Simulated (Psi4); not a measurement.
# HF/STO-3G run of CH6In− ([InMeH3]-)

What is the vertical ionisation energy of CH6In− ([InMeH3]-) at HF/STO-3G? The job is set up through a Python script.

The calculation is run with Psi4 1.11.

2 further runs of the same task are left out: 2 set aside as unsound or not needed.

## (1) The molecule

CH6In−: 8 atoms, total charge -1, spin state singlet. As SMILES, `[H][In-]([H])([H])[CH3]`. The shape comes from GFN1-xTB, which is rough for such elements, and wasn't checked as a minimum.

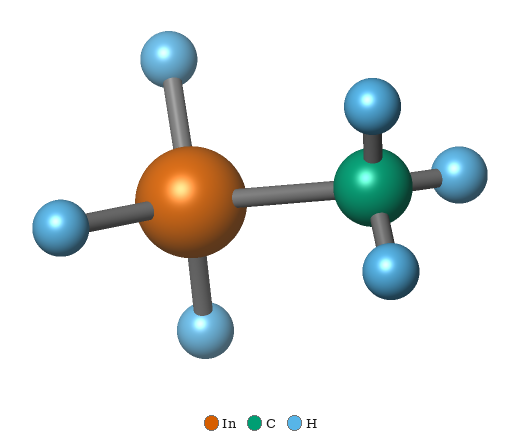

The structure, seen from a chosen angle (indium orange, carbon teal, hydrogen blue).

## (2) Energy and forces at HF/STO-3G

Input file run.py:

```python
import psi4

psi4.set_memory(1600000000)
psi4.set_num_threads(1)
psi4.set_output_file('ch6in.out', False)

mol = psi4.geometry("""
-1 1
In    -0.001350     0.004040    -1.090270
C      0.001900    -0.004620     1.198730
H     -1.006230     0.050170     1.635270
H      0.555220     0.839750     1.635590
H      0.458590    -0.907510     1.631170
H      1.663550    -0.013990    -1.671780
H     -0.817460     1.457620    -1.665590
H     -0.854210    -1.425450    -1.673120
symmetry c1
""")

options = {'basis': 'STO-3G', 'reference': 'rhf', 'puream': True, 'e_convergence': 1e-09, 'd_convergence': 1e-08, 'scf_type': 'pk'}
psi4.set_options(options)

result, w = psi4.gradient('scf', return_wfn=True)
psi4.oeprop(w, 'DIPOLE', 'LOWDIN_CHARGES', 'WIBERG_LOWDIN_INDICES', title='SCF')
print('gradient / Eh bohr^-1')
print(result.np.round(6))
print(f'energy = {w.energy():.10f} Eh')
```

Launch:

```
$ python run.py
```

ch6in.out:

```text
[...]
  Running in c1 symmetry.
[...]
  Nuclear repulsion =  153.087718985504665
[...]
  Multiplicity = 1
[...]
  Nalpha       = 31
  Nbeta        = 31
[...]
    Number of basis functions: 38
[...]
   @RHF iter   1: -5723.25271583582889   -3.95836e+00   1.52621e-02 DIIS/ADIIS
[...]
   @RHF iter   9: -5723.63138681644432   -6.36646e-12   5.89752e-09 DIIS
[...]
    Orbital Energies [Eh]
    ---------------------
    Doubly Occupied:
       1A   -986.546429     2A   -145.683512     3A   -137.694431
       4A   -137.694297     5A   -137.694294     6A    -27.371996
       7A    -24.388547     8A    -24.388253     9A    -24.388247
      10A    -16.255211    11A    -16.255202    12A    -16.254626
      13A    -16.253899    14A    -16.253891    15A    -10.725252
      16A     -3.915777    17A     -2.729766    18A     -2.729109
      19A     -2.729090    20A     -0.640045    21A     -0.273801
      22A     -0.273715    23A     -0.243214    24A     -0.243193
      25A     -0.240459    26A     -0.222671    27A     -0.222645
      28A     -0.215183    29A     -0.057395    30A     -0.057194
      31A     -0.055706
[...]
  @RHF Final Energy: -5723.63138681644432
   => Energetics <=
    Nuclear Repulsion Energy =            153.0877189855046652
    One-Electron Energy =               -8248.0441147206420283
    Two-Electron Energy =                2371.3250089186935838
    Total Energy =                      -5723.6313868164434098
[...]
  -Total Gradient:
     Atom            X                  Y                   Z
    ------   -----------------  -----------------  -----------------
       1        0.000067115672     0.000073493907     0.007460532982
       2       -0.000118390940     0.000035136208     0.013818934169
       3       -0.008977850570     0.000515406025     0.004783079640
       4        0.004959650346     0.007522468375     0.004783768928
       5        0.004203081162    -0.008281476113     0.004965762857
       6        0.028608592172    -0.000258285509    -0.011939969820
       7       -0.014034233539     0.024898048138    -0.011914792930
       8       -0.014707964303    -0.024504791034    -0.011957315569
[...]
 Multipole Moments:
 ------------------------------------------------------------------------------------
     Multipole            Electronic (a.u.)      Nuclear  (a.u.)        Total (a.u.)
 ------------------------------------------------------------------------------------
 L = 1.  Multiply by 2.5417464519 to convert [e a0] to [Debye]
 Dipole X            :         -0.0097392            0.0107155            0.0009763
 Dipole Y            :          0.0332783           -0.0321138            0.0011645
 Dipole Z            :         -8.7147501            8.6732012           -0.0415489
 Magnitude           :                                                    0.0415767
[...]
```

The script printed:

```text
Memory set to   1.490 GiB by Python driver.
  Threads set to 1 by Python driver.
gradient / Eh bohr^-1
[[ 6.7000e-05  7.3000e-05  7.4610e-03]
 [-1.1800e-04  3.5000e-05  1.3819e-02]
 [-8.9780e-03  5.1500e-04  4.7830e-03]
 [ 4.9600e-03  7.5220e-03  4.7840e-03]
 [ 4.2030e-03 -8.2810e-03  4.9660e-03]
 [ 2.8609e-02 -2.5800e-04 -1.1940e-02]
 [-1.4034e-02  2.4898e-02 -1.1915e-02]
 [-1.4708e-02 -2.4505e-02 -1.1957e-02]]
energy = -5723.6313868164 Eh
```

Wall time 1.7 s (1 thread of Intel Xeon 6975P-C (Granite Rapids), shared host); peak memory 0.19 GiB.

## (3) Doublet neutral CH6In: the energy at UHF/STO-3G

Input file run.py:

```python
import psi4

psi4.set_memory('1600 MB')
psi4.set_num_threads(1)
psi4.set_output_file('run.log', False)

geom = psi4.geometry("""
0 2
In
C 1 2.289019
H 2 1.099952 1 113.2896
H 2 1.099987 3 105.37758 1 124.35681
H 2 1.100355 3 105.3844 4 111.14556
H 1 1.763624 2 109.16821 3 177.49336
H 1 1.763498 6 109.73874 2 119.73048
H 1 1.763668 7 109.6625 6 -120.72745
units angstrom
symmetry c1
""")

options = {'basis': 'STO-3G', 'reference': 'uhf', 'puream': True, 'e_convergence': 1e-09, 'd_convergence': 1e-08, 'scf_type': 'pk', 'maxiter': 200}
psi4.set_options(options)

e_tot = psi4.energy('scf')
print(f'total energy {e_tot:.8f} hartree = {e_tot * 27.211386:.5f} eV')
```

Launch:

```
$ python run.py
```

run.log:

```text
[...]
  Running in c1 symmetry.
[...]
  Nuclear repulsion =  153.087706748964848
[...]
  Multiplicity = 2
[...]
  Nalpha       = 31
  Nbeta        = 30
[...]
    Number of basis functions: 38
[...]
   @UHF iter   1: -5723.26801304810760   -3.97366e+00   1.51705e-02 DIIS/ADIIS
[...]
   @UHF iter  16: -5723.62056819330519   -1.81899e-12   7.15394e-09 DIIS
[...]
   @S^2 Observed:                7.654025237E-01
[...]
    Orbital Energies [Eh]
    ---------------------
    Alpha Occupied:
       1A   -986.856282     2A   -145.992770     3A   -138.004951
       4A   -138.003150     5A   -138.003146     6A    -27.678108
       7A    -24.698159     8A    -24.692430     9A    -24.692422
      10A    -16.564323    11A    -16.562434    12A    -16.562431
      13A    -16.557918    14A    -16.557915    15A    -11.121639
      16A     -4.213853    17A     -3.037557    18A     -3.020438
      19A     -3.020421    20A     -0.996594    21A     -0.598985
      22A     -0.598865    23A     -0.574039    24A     -0.531579
      25A     -0.531544    26A     -0.517376    27A     -0.517344
      28A     -0.512120    29A     -0.390187    30A     -0.290687
      31A     -0.290245
[...]
  @UHF Final Energy: -5723.62056819330519
   => Energetics <=
    Nuclear Repulsion Energy =            153.0877067489648482
    One-Electron Energy =               -8229.8111314883972227
    Two-Electron Energy =                2353.1028565461278959
    Total Energy =                      -5723.6205681933042797
  UHF NO Occupations:
  HONO-2 :   29  A 1.9991337
  HONO-1 :   30  A 1.9950944
[...]
 Multipole Moments:
 ------------------------------------------------------------------------------------
     Multipole            Electronic (a.u.)      Nuclear  (a.u.)        Total (a.u.)
 ------------------------------------------------------------------------------------
 L = 1.  Multiply by 2.5417464519 to convert [e a0] to [Debye]
 Dipole X            :          0.0007083           -0.0006097            0.0000985
 Dipole Y            :          0.0030678           -0.0016353            0.0014325
 Dipole Z            :         -6.9068984            8.6732686            1.7663702
 Magnitude           :                                                    1.7663708
[...]
```

Standard output:

```text
Memory set to   1.490 GiB by Python driver.
  Threads set to 1 by Python driver.
total energy -5723.62056819 hartree = -155747.64860 eV
```

Run time: 1.3 s. Hardware: 1 thread of Intel Xeon 6975P-C (Granite Rapids), shared host; peak memory 0.18 GiB.

## (4) Results

At HF/STO-3G:

```
                                                             quantity           value
                                         singlet CH6In−: total energy  -5723.63139 Eh
                                          singlet CH6In−: HOMO energy        -1.52 eV
                                          singlet CH6In−: LUMO energy        18.82 eV
singlet CH6In−: HOMO–LUMO gap (to an unbound level, set by the basis)        20.34 eV
                             singlet CH6In−: largest force on an atom      1.594 eV/Å
                                  doublet neutral CH6In: total energy  -5723.62057 Eh
                                 doublet neutral CH6In: dipole moment          4.49 D
            doublet neutral CH6In: HOMO energy (highest over α and β)        -7.51 eV
             doublet neutral CH6In: LUMO energy (lowest over α and β)         0.81 eV
                                          doublet neutral CH6In: ⟨S²⟩           0.765
                  vertical detachment energy (to the doublet neutral)        0.294 eV
```

What this shows: Removing an electron at fixed nuclei costs 0.29 eV (28.4 kJ/mol). The largest force (singlet CH6In−) is 1.59 eV/Å: the shape isn't a stationary point for this species at this level. The negative HOMO energy of the first species, 1.52 eV, lies 1.22 eV above that difference. In a minimal basis such a difference can be off by several eV, whatever the method. Relativity is left out (singlet CH6In−) although the molecule holds a heavy atom. Relativity is left out (doublet neutral CH6In) although the molecule holds a heavy atom.
